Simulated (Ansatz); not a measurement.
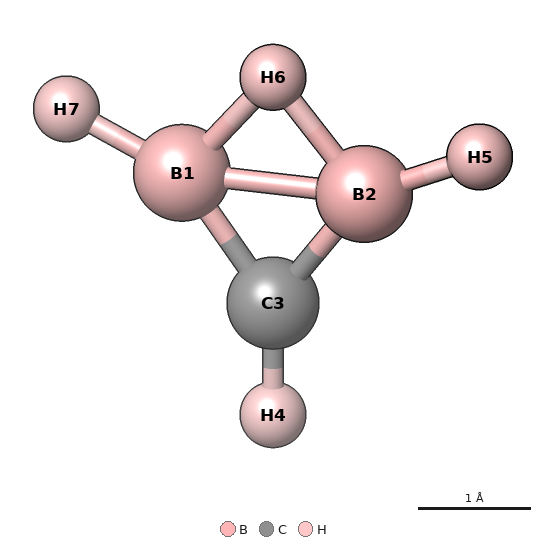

Orthographic view. Depth is shown by fading: the farther an atom, the more it takes the colour of the background. The geometry was computed by an optimisation with PBE0-D4/def2-TZVP. No frequency run is at hand to confirm it as a minimum.

Write a Z-matrix (Å, degrees) in the order of the atom numbers, with these reference atoms: 2 to 1; 3 to 1, 2; 4 to 3, 1, 2; 5 to 2, 3, 4; 6 to 1, 3, 4; 7 to 1, 6, 2.

```
B  
B    1   1.707
C    1   1.433   2    53.4
H    3   1.073   1   143.4   2   180.0
H    2   1.185   3   150.7   4     0.0
H    1   1.330   3   103.5   4   180.0
H    1   1.185   6   105.8   2   180.0
```
